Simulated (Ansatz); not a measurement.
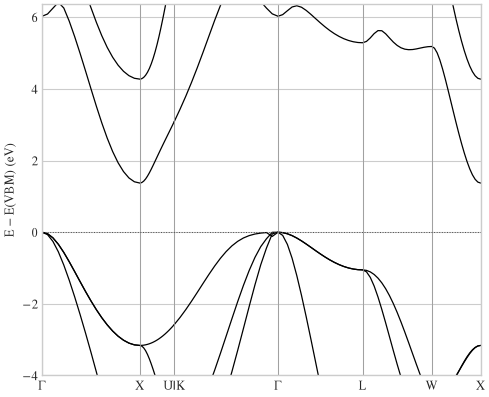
Figure. Band structure from PBE (plane waves, PAW; program Ansatz)

**Question.** Read off the gap and where the band edges lie.

**Answer.** About 1.4 eV (1.37 eV by a search for the band edges); maximum at Γ, minimum at X.

The material is SiC (zinc blende, F-43m).

The cell was relaxed with PBE under the symmetry of its start.

Potentials: the earlier of the program's two PAW sets.
